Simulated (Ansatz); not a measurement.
Na₂Te (charge +1, doublet)

Input file:

```
crystal:
  periodic: [false, false, false]
  atoms:
    - {symbol: Na, position_ang: [2.025720, -1.373488, -1.199436]}
    - {symbol: Na, position_ang: [-1.444147, 1.721925, 1.542102]}
    - {symbol: Te, position_ang: [-0.581573, -0.348437, -0.342666]}
basis:
  gaussian: {orbitals: def2-TZVP, initial_orbitals: start.molden}
total_charge: 1
magnetization: {spin_polarized: true, initial_magnetization: 1}
hamiltonian: {xc: pbe0, dispersion: d4}
scf: {omitted_lower_state_checks: [starts]}
output: {orbitals: {seedname: orbitals}}
```

Command:

```sh
ansatz run in.yaml --threads 4 --pin off --events-out ev --progress --plain --max-ram 3916MiB
```

Geometry: r2SCAN-D4/def2-TZVP; core potentials replace the inner electrons of Te.

Method: Ansatz, UKS PBE0-D4/def2-TZVP.

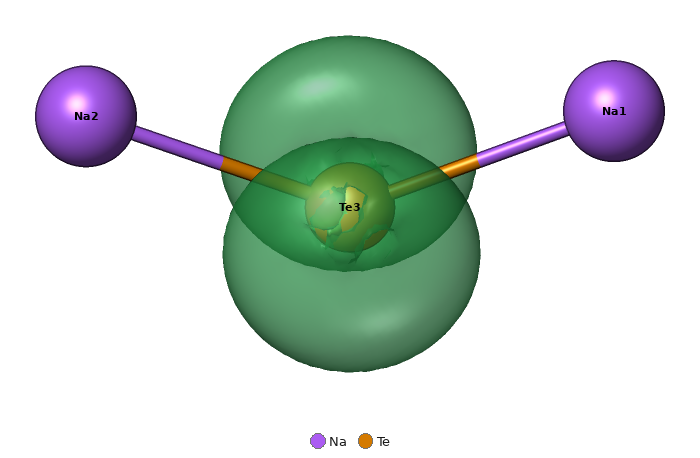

Figure 1. Isosurfaces of the spin density at +0.02 (green) and −0.02 e/Å³ (red), seen at a tilt.

Where is the unpaired spin?

Answer. The unpaired spin (1 electron) lies mostly on Te3 (about 0.9), in electrons by Hirshfeld's partition.

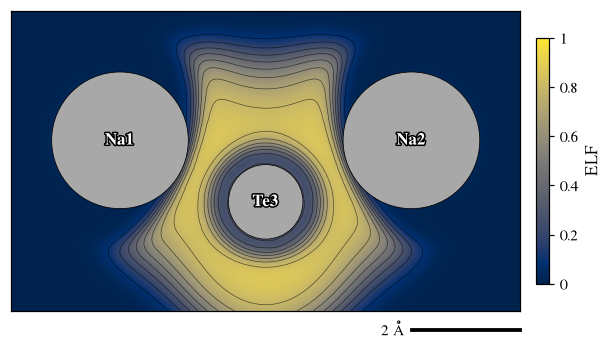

Figure 2. ELF on the molecular plane. Grey discs cover the atomic cores.

Describe what can be read from this map.

Answer.
- The section cuts through Na and Te sites.
- Na–Te (2.93 Å): the ELF peaks at about 0.85 in the valence shell of Te, 1.4 Å from its nucleus, and is about 0.80 at the midpoint.

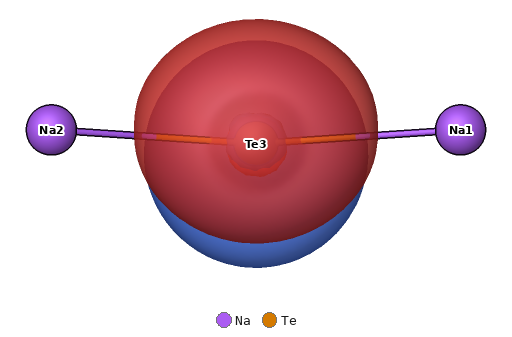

Figure 3. One frontier orbital at ±0.1 Å⁻³ᐟ² (red and blue are the two phases), seen from one side.

Which orbital is it: HOMO (α) or LUMO (α)?

Answer. The HOMO (α), at −9.50 eV. By Hirshfeld shares it lies mainly on Te3 (about 90 %); it is symmetric in the molecular plane (an in-plane orbital: σ, lone-pair or in-plane π type).
